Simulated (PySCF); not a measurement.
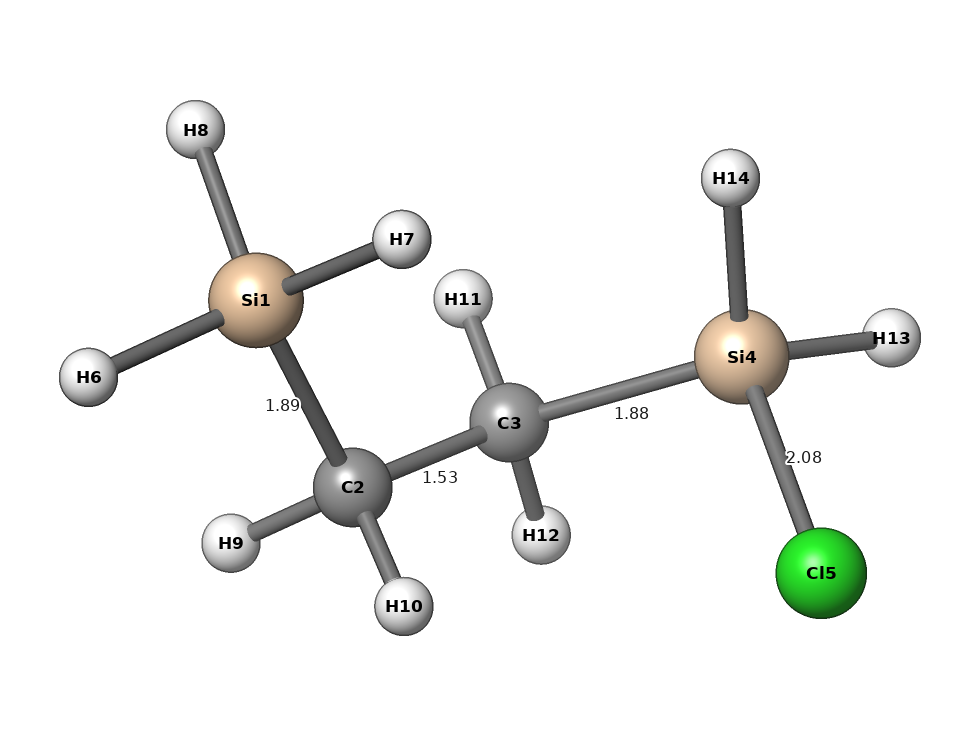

The numbers beside the sticks are distances in Å. Sticks don't show bond order. Computed geometry: PBE0-D3(BJ)/def2-SVP optimisation. No frequency run is at hand to confirm it as a minimum.

**Assign a bond order to each marked bond.**

Si1–C2 single; C2–C3 single; C3–Si4 single; Si4–Cl5 single.

**Write the SMILES.**

[SiH3]CC[SiH2]Cl
